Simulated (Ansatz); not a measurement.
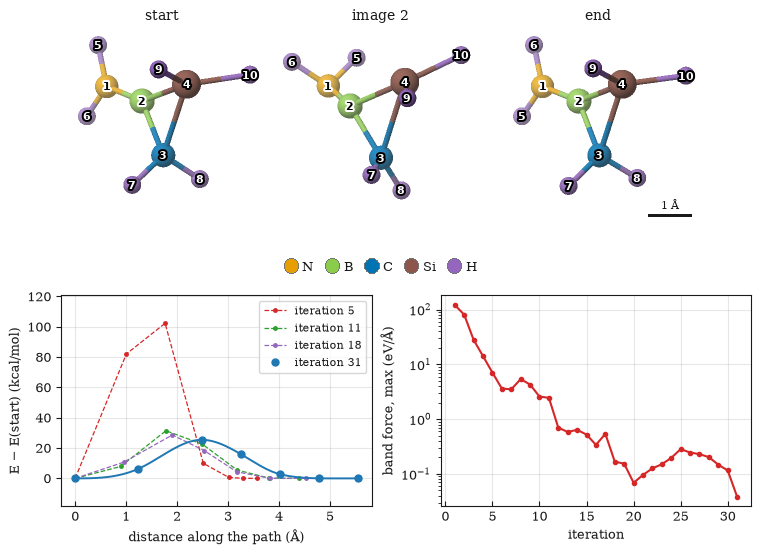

A nudged-elastic-band calculation for CH6BNSi. Images are numbered from 0 (start) to 6 (end). The plot follows the band through its iterations. The picture is a ball-and-stick view, seen from a free direction.

Computed with RKS PBE-D4/def2-SVP (Ansatz). Set-up: 5 movable images; climbing image; force threshold 0.05 eV/Å; iteration limit 60; spring constant 0.1 eV/Å²; starting path through a guess of the saddle point.

Q: Judge this run.

A: The run is converged, with reservations. The band converged in 31 iterations. The largest component of the band force went from 120 to 0.038 eV/Å. The climbing image converged on the top of the path. Its curvatures weren't checked. The spring constant is far from the usual few eV/Å², which spoils the spacing or the steps. The first iteration put the highest image at 637.5 kcal/mol. The two ends have nearly the same energy, and the highest point, image 2, lies 25.4 kcal/mol above the start.

The run took 13 min on 1 thread of Intel(R) Xeon(R) Processor @ 2.50GHz (Skylake/Cascade Lake) (shared host), peak memory 0.13 GiB.
